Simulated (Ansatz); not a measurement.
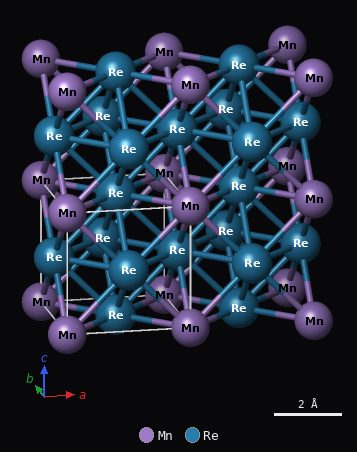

This is the input geometry for a relaxation of solid MnRe3 (built on the Cu3Au (L1_2)_221 type) (coarse preliminary run). Style: ball-and-stick. Shown: the cell of the calculation, repeated 2 × 1 × 2 with one cell outlined, slightly off an axis.

Case: Cu3Au (L1_2) type (Pm-3m, No. 221).

Theory: DFT PBE, scalar-relativistic, plane waves, PAW in Ansatz 0.2.0.

Input
```yaml
crystal:
  lattice:
    - [3.7989737371, 0.0, 0.0]
    - [0.0, 3.7989737371, 0.0]
    - [0.0, 0.0, 3.7989737371]
  atoms:
    - { symbol: Mn, position: [0.0, 0.0, 0.0], spin: 1.67 }
    - { symbol: Re, position: [0.0, 0.5, 0.5] }
    - { symbol: Re, position: [0.5, 0.0, 0.5] }
    - { symbol: Re, position: [0.5, 0.5, 0.0] }
basis:
  ecutwfc: 420
kpoints:
  mp_grid: { grid: [4, 4, 4] }
hamiltonian:
  xc: pbe
scf:
  occupations: { method: gaussian, width: 0.1 }
  lower_state_search: "off"
output:
  forces: true
  stress: true
  eigenvalues: true
  populations: true
magnetization:
  spin_polarized: true
relax:
  adjacent_minimum: "off"
  f_tol: 0.04
  max_steps: 70
  cell: { stress_tol: 0.4 }
```

Run as
```bash
ansatz run input.yaml --threads 1 --pin off --max-ram 2560MiB --backend cpu --events-out ev --progress --plain --runs-dir out
```

**What does the optimiser find from here?**

After 2 accepted moves (4 points after the start) the energy has fallen by 57.4 meV per cell of the calculation. All forces vanish by symmetry, so only the cell relaxes. Pressure: 10.85 GPa at the start and 0.00 GPa at the end. The line search rejected the trial step at point 1 of the run. At 1 point the geometry stayed and the basis and grid were re-selected for the new cell (energy shift of 1.7 meV per cell of the calculation at most each time). No atom moves by more than 0.005 Å relative to the cell. The volume changes by +3.2 %, with a = b = c 3.799 → 3.839 Å (+1.0 %). Some distances before and after: Mn1–Re2 2.686 → 2.714 Å, Re2–Re3 2.686 → 2.714 Å. The space group stays Pm-3m (No. 221).

History of the run:

```tsv
step	E − E(0), meV/atom	pressure, GPa	volume, Å³/atom	note
0	0.00	10.85	13.707	
1	10.69	-12.22	14.748	rejected
2	-13.81	-0.79	14.178	
3	-13.92	-0.01	14.143	
4	-14.36	0.00	14.143	same geometry, new basis
```

The structure at the end:

```
CELL_PARAMETERS angstrom
3.83884 0.00000 0.00000
0.00000 3.83884 0.00000
0.00000 0.00000 3.83884
ATOMIC_POSITIONS crystal
Mn 0.00000 0.00000 0.00000
Re 0.00000 0.50000 0.50000
Re 0.50000 0.00000 0.50000
Re 0.50000 0.50000 0.00000
```

The end point in the same view:

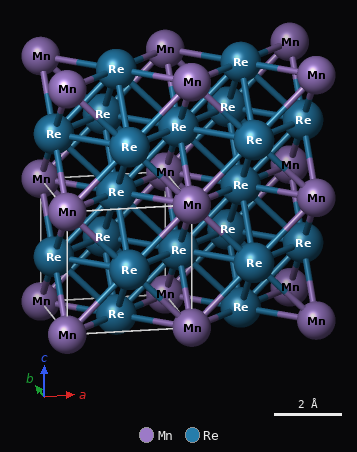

Limits of the set-up: the k-point mesh is coarse for a cell with partly filled bands.
